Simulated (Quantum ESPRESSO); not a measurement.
## Collinear magnetic orders of CrBr2 with Quantum ESPRESSO

Wanted: the moments of CrBr2 and the energy of each order that was tried.

Calculated with Quantum ESPRESSO 7.5; PBEsol with U = 3.5 eV on Cr d (ortho-atomic projectors); plane waves with GBRV 1.5 PBEsol potentials, no spin-orbit coupling.

### Step 1. The starting structure

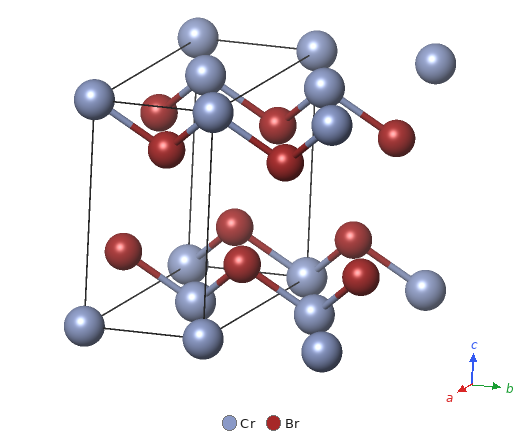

The cell as given, slightly off an axis (chromium light blue, bromine red). 1×2×1 cells are drawn. This picture shows the conventional cell, with its axes. Bonds to atoms that aren't drawn are left out. Some periodic images of atoms are drawn too.

The cell comes from Materials Project 2023-11-01, a database of computed structures, and need not be the stable phase.

### Step 2. Run 1 (ferro +)

The signs are those of the starting moments on the seeded atoms, the atoms that are given a moment.

Input file pw.in:

```
&CONTROL
  calculation = 'scf'
  prefix = 'pwscf'
  outdir = './tmp'
  pseudo_dir = './pseudo'
  disk_io = 'nowf'
/
&SYSTEM
  ibrav = 0
  nat = 3
  ntyp = 2
  ecutwfc = 40
  ecutrho = 280
  nbnd = 23
  occupations = 'smearing'
  smearing = 'fd'
  degauss = 0.00367493
  nspin = 2
  starting_magnetization(1) = 0.2143
  starting_magnetization(2) = 0
/
&ELECTRONS
  conv_thr = 6d-09
  electron_maxstep = 150
  mixing_beta = 0.3
/
ATOMIC_SPECIES
Cr     51.9961 cr_pbesol_v1.5.uspp.F.UPF
Br     79.9040 br_pbesol_v1.4.uspp.F.UPF
CELL_PARAMETERS angstrom
   3.7446690000   -1.8310550000    0.0000000000
   3.7446690000    1.8310550000    0.0000000000
  -0.7268470000    0.0000000000    6.4659460000
ATOMIC_POSITIONS crystal
Cr      0.0000000000    0.0000000000    0.0000000000
Br      0.6457740000    0.6457740000    0.2332280000
Br      0.3542260000    0.3542260000    0.7667720000
K_POINTS automatic
6 6 6 0 0 0
HUBBARD {ortho-atomic}
U Cr-3d 3.5000
```

Started as:

```bash
OMP_NUM_THREADS=1 mpirun -n 4 pw.x -nk 4 -in pw.in > pw.out
```

What it wrote:

```text
Program PWSCF v.7.5 starts

     Message from routine setup:
     using ibrav=0 with symmetry is DISCOURAGED, use correct ibrav instead

     K-points division:     npool     =       4
     Subspace diagonalization in iterative solution of the eigenvalue problem:

     G-vector sticks info
     --------------------
     sticks:   dense  smooth     PW     G-vecs:    dense   smooth      PW
     Sum        1087     617    195                47327    20441    3653

     Using Slab Decomposition

     bravais-lattice index     =            0
     lattice parameter (alat)  =       7.8771  a.u.
     unit-cell volume          =     598.3751 (a.u.)^3
     number of atoms/cell      =            3
     number of atomic types    =            2
     number of electrons       =        28.00
     number of Kohn-Sham states=           23
     kinetic-energy cutoff     =      40.0000  Ry
     charge density cutoff     =     280.0000  Ry
     scf convergence threshold =      6.0E-09
     mixing beta               =       0.3000
     number of iterations used =            8  plain     mixing
     Exchange-correlation= SLA  PW   PSX  PSC
                           (   1   4  10   8   0   0   0)
     Hubbard projectors: ortho-atomic
     Hubbard parameters of DFT+U (Dudarev formulation) in eV:
     U(Cr-3d) =  3.5000

     Internal variables: lda_plus_u =T, lda_plus_u_kind = 0

     Internal variables: orbital_resolved =F, hub_pot_fix =F, apply_U = F

     celldm(1)=   7.877078  celldm(2)=   0.000000  celldm(3)=   0.000000
     celldm(4)=   0.000000  celldm(5)=   0.000000  celldm(6)=   0.000000

     crystal axes: (cart. coord. in units of alat)
               a(1) = (   0.898353  -0.439274   0.000000 )
               a(2) = (   0.898353   0.439274   0.000000 )
               a(3) = (  -0.174372   0.000000   1.551193 )

     reciprocal axes: (cart. coord. in units 2 pi/alat)
               b(1) = (  0.556574 -1.138243  0.062565 )
               b(2) = (  0.556574  1.138243  0.062565 )
               b(3) = ( -0.000000  0.000000  0.644665 )

     PseudoPot. # 1 for Cr read from file:
     cr_pbesol_v1.5.uspp.F.UPF
     Pseudo is Ultrasoft + core correction, Zval = 14.0
     Generated by new atomic code, or converted to UPF format
     Using radial grid of  857 points,  6 beta functions with:
                l(1) =   0
                l(2) =   0
                l(3) =   1
                l(4) =   1
                l(5) =   2
                l(6) =   2
     Q(r) pseudized with  8 coefficients,  rinner =    0.950   0.950   0.950
                                                       0.950   0.950

     PseudoPot. # 2 for Br read from file:
     br_pbesol_v1.4.uspp.F.UPF
     Pseudo is Ultrasoft + core correction, Zval =  7.0
     Generated by new atomic code, or converted to UPF format
     Using radial grid of  879 points,  6 beta functions with:
                l(1) =   0
                l(2) =   0
                l(3) =   1
                l(4) =   1
                l(5) =   2
                l(6) =   2
     Q(r) pseudized with  8 coefficients,  rinner =    1.200   1.200   1.200
                                                       1.200   1.200

     atomic species   valence    mass     pseudopotential
     Cr               14.00    51.99610     Cr( 1.00)
     Br                7.00    79.90400     Br( 1.00)

     Starting magnetic structure
     atomic species   magnetization
     Cr              0.214
     Br              0.000

      4 Sym. Ops., with inversion, found

   Cartesian axes

     site n.     atom                  positions (alat units)
         1        Cr     tau(   1) = (   0.0000000   0.0000000   0.0000000  )
         2        Br     tau(   2) = (   1.1195980   0.0000000   0.3617816  )
         3        Br     tau(   3) = (   0.5027366  -0.0000000   1.1894113  )

     number of k points=    68  Fermi-Dirac smearing, width (Ry)=  0.0037
                       cart. coord. in units 2pi/alat
        k(    1) = (   0.0000000   0.0000000   0.0000000), wk =   0.0046296
        k(    2) = (   0.0000000   0.0000000   0.1074442), wk =   0.0092593
        k(    3) = (   0.0000000   0.0000000   0.2148884), wk =   0.0092593
        k(    4) = (   0.0000000   0.0000000  -0.3223326), wk =   0.0046296
        k(    5) = (   0.0927623   0.1897071   0.0104276), wk =   0.0185185
        [... 63 further k-points ...]

     Dense  grid:    47327 G-vectors     FFT dimensions: (  45,  45,  72)

     Smooth grid:    20441 G-vectors     FFT dimensions: (  32,  32,  50)

     Check: negative core charge=   -0.000003
     Generating pointlists ...
     new r_m :   0.2519 (alat units)  1.9839 (a.u.) for type    1
     new r_m :   0.2519 (alat units)  1.9839 (a.u.) for type    2

     Initial potential from superposition of free atoms

     starting charge      26.9999, renormalised to      28.0000

     negative rho (up, down):  7.515E-04 4.853E-04

     STARTING HUBBARD OCCUPATIONS:

     =================== HUBBARD OCCUPATIONS ===================
     ------------------------ ATOM    1 ------------------------
     Tr[ns(  1)] (up, down, total) =   3.40000  0.00000  3.40000
     Atomic magnetic moment for atom   1 =   3.40000
     [... lines left out ...]
     Number of occupied Hubbard levels =    3.4000

     Atomic wfc used for Hubbard projectors are orthogonalized

     Starting wfcs are   18 randomized atomic wfcs +    5 random wfcs

     Self-consistent Calculation

     iteration #  1     ecut=    40.00 Ry     beta= 0.30
     Davidson diagonalization with overlap
     ethr =  1.00E-02,  avg # of iterations =  7.5

     =================== HUBBARD OCCUPATIONS ===================
     ------------------------ ATOM    1 ------------------------
     Tr[ns(  1)] (up, down, total) =   4.22599  0.22713  4.45312
     Atomic magnetic moment for atom   1 =   3.99886
     [... lines left out ...]
     Number of occupied Hubbard levels =    4.4531

     Threshold (ethr) on eigenvalues was too large:
     Diagonalizing with lowered threshold

     Davidson diagonalization with overlap
     ethr =  5.10E-04,  avg # of iterations =  4.0

     negative rho (up, down):  3.660E-04 8.186E-04

     total energy              =    -256.42395173 Ry
     estimated scf accuracy    <       0.17202482 Ry

     total magnetization       =     4.00 Bohr mag/cell
     absolute magnetization    =     4.26 Bohr mag/cell

     iteration #  2     ecut=    40.00 Ry     beta= 0.30
     Davidson diagonalization with overlap
     ethr =  6.14E-04,  avg # of iterations =  2.0

     negative rho (up, down):  0.000E+00 1.732E-03

     total energy              =    -256.44863743 Ry
     estimated scf accuracy    <       0.04108904 Ry

     total magnetization       =     4.00 Bohr mag/cell
     absolute magnetization    =     4.19 Bohr mag/cell

     iteration #  3     ecut=    40.00 Ry     beta= 0.30
     Davidson diagonalization with overlap
     ethr =  1.47E-04,  avg # of iterations =  5.7

     negative rho (up, down):  0.000E+00 3.337E-03

     total energy              =    -256.46007507 Ry
     estimated scf accuracy    <       0.00944287 Ry

     total magnetization       =     4.00 Bohr mag/cell
     absolute magnetization    =     4.24 Bohr mag/cell

     [... further iterations left out ...]

     iteration # 12     ecut=    40.00 Ry     beta= 0.30
     Davidson diagonalization with overlap
     ethr =  1.41E-09,  avg # of iterations =  1.6

     negative rho (up, down):  0.000E+00 5.160E-03

     total energy              =    -256.46480995 Ry
     estimated scf accuracy    <       0.00000017 Ry

     total magnetization       =     4.00 Bohr mag/cell
     absolute magnetization    =     4.29 Bohr mag/cell

     iteration # 13     ecut=    40.00 Ry     beta= 0.30
     Davidson diagonalization with overlap
     ethr =  6.19E-10,  avg # of iterations =  2.7

     negative rho (up, down):  0.000E+00 5.160E-03

     total energy              =    -256.46481003 Ry
     estimated scf accuracy    <          7.7E-09 Ry

     total magnetization       =     4.00 Bohr mag/cell
     absolute magnetization    =     4.29 Bohr mag/cell

     iteration # 14     ecut=    40.00 Ry     beta= 0.30
     Davidson diagonalization with overlap
     ethr =  2.76E-11,  avg # of iterations =  6.1

     negative rho (up, down):  0.000E+00 5.160E-03

     total energy              =    -256.46481007 Ry
     estimated scf accuracy    <          7.6E-09 Ry

     total magnetization       =     4.00 Bohr mag/cell
     absolute magnetization    =     4.29 Bohr mag/cell

     iteration # 15     ecut=    40.00 Ry     beta= 0.30
     Davidson diagonalization with overlap
     ethr =  2.70E-11,  avg # of iterations =  1.1

     negative rho (up, down):  0.000E+00 5.160E-03

     Magnetic moment per site  (integrated on atomic sphere of radius R)
     atom   1 (R=0.252)  charge= 12.0779  magn=  3.6009
     atom   2 (R=0.252)  charge=  4.8510  magn= -0.0442
     atom   3 (R=0.252)  charge=  4.8510  magn= -0.0442

     End of self-consistent calculation

     =================== HUBBARD OCCUPATIONS ===================
     ------------------------ ATOM    1 ------------------------
     Tr[ns(  1)] (up, down, total) =   4.22058  0.22052  4.44110
     Atomic magnetic moment for atom   1 =   4.00006
     [... lines left out ...]
     Number of occupied Hubbard levels =    4.4411

     Number of k-points >= 100: set verbosity='high' to print the bands.

     the Fermi energy is     4.4320 ev

!    total energy              =    -256.46481008 Ry
     estimated scf accuracy    <          2.5E-09 Ry
     smearing contrib. (-TS)   =      -0.00000000 Ry
     internal energy E=F+TS    =    -256.46481008 Ry

     The total energy is F=E-TS. E is the sum of the following terms:
     one-electron contribution =    -174.10733152 Ry
     hartree contribution      =      94.23077500 Ry
     xc contribution           =     -61.74576617 Ry
     ewald contribution        =    -114.90309980 Ry
     Hubbard energy            =       0.06061241 Ry

     total magnetization       =     4.00 Bohr mag/cell
     absolute magnetization    =     4.29 Bohr mag/cell

     convergence has been achieved in  15 iterations

=------------------------------------------------------------------------------=
   JOB DONE.
=------------------------------------------------------------------------------=
```

It took 48 s on 4 MPI ranks of Arm Neoverse V2, shared host; peak memory 0.61 GiB.

Spin moment in the atom's sphere by atom:

```
atom  spin moment in the atom's sphere (μB)
 Cr1                                   3.60
 Br2                                  -0.04
 Br3                                  -0.04
```

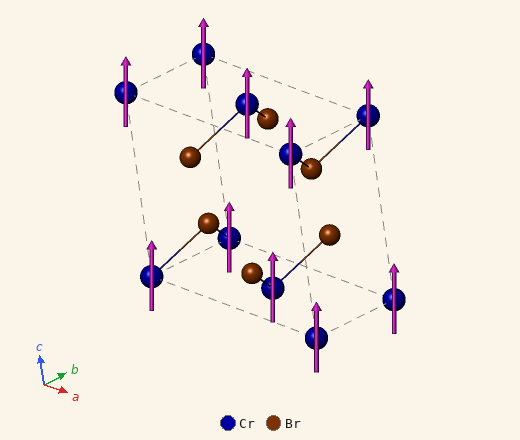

Spin moment in the atom's sphere as arrows, the longest 3.60 μB. Up and down stand for the sign. Arrows give size and sign along the axis of quantisation, drawn up and down the page. Bonds to atoms that aren't drawn are left out. Some periodic images of atoms are drawn too.

This step gave:

- smearing term TS: 5.65e-10 eV
- magnetization: 4 μB
- absolute magnetization: 4.288 μB
- final state: ferromagnetic

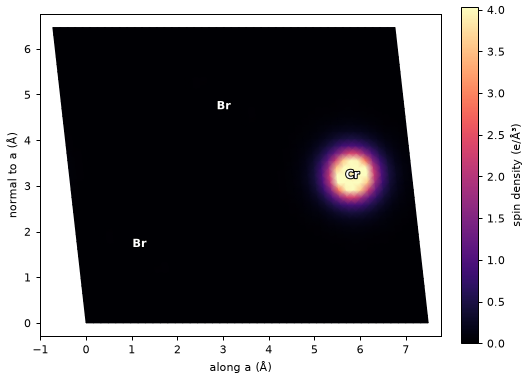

Spin density in the ac plane of the conventional cell at fractional y = 0.000, with atoms of Cr and Br within 0.2 Å of it. The map starts off the cell's origin, so that atoms lie inside it.

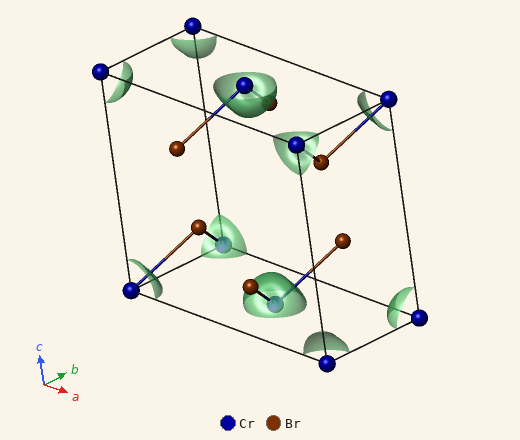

Surface of spin density = 0.3 e/Å³, which holds about 70 % of the integral of its size. Bonds to atoms that aren't drawn are left out.

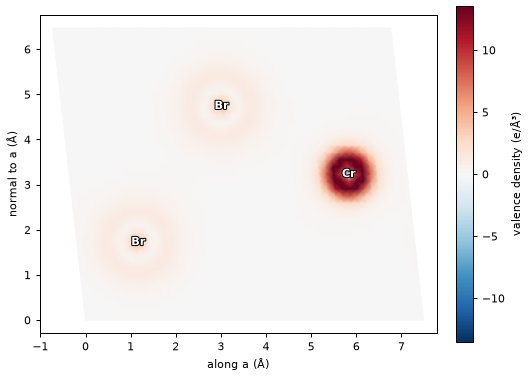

Valence density in the ac plane of the conventional cell at fractional y = 0.000, with atoms of Cr and Br within 0.2 Å of it. It is the smooth field of the valence electrons, not physical close to the nuclei. The map starts off the cell's origin, so that atoms lie inside it.

(Continued in part 2 of 3.)

[Logs and program files are shortened in this print: banners, set-up blocks, solver, clock and traceback lines can be left out without a mark of their own.]

[Logs are printed without paths, hosts, clocks, repeated set-up lines and the standing remarks that a program may print on its own settings, such as how far it seeks lower states.]

[Hosts, paths, dates, database ids (printed as entryN), source tags and the programs' standing remarks are cut or masked in the printed files.]

[Where a cell is said to come from a database of computed structures, the database is the Materials Project.]
